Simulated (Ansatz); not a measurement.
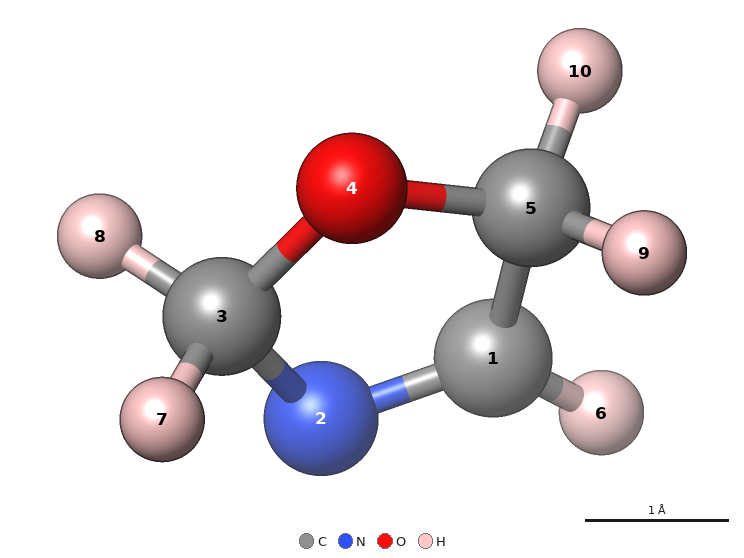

Orthographic view. Depth is shown by fading: the farther an atom, the more it takes the colour of the background. The computed structure is the end point of a PBE-D4/def2-SVP optimisation. No frequency run is at hand to confirm it as a minimum.

Write a Z-matrix (Å, degrees) in the order of the atom numbers, with these reference atoms: 2 to 1; 3 to 2, 1; 4 to 3, 2, 1; 5 to 4, 3, 2; 6 to 1, 2, 3; 7 to 3, 4, 5; 8 to 3, 7, 4; 9 to 5, 4, 3; 10 to 5, 9, 4.

```
C  
N    1   1.281
C    2   1.446   1   106.7
O    3   1.434   2   109.1   1    -0.3
C    4   1.415   3   107.7   2     0.5
H    1   1.106   2   122.1   3   180.0
H    3   1.117   4   110.4   5   121.1
H    3   1.117   7   107.5   4  -120.6
H    5   1.119   4   111.8   3  -120.7
H    5   1.119   9   106.7   4   122.6
```
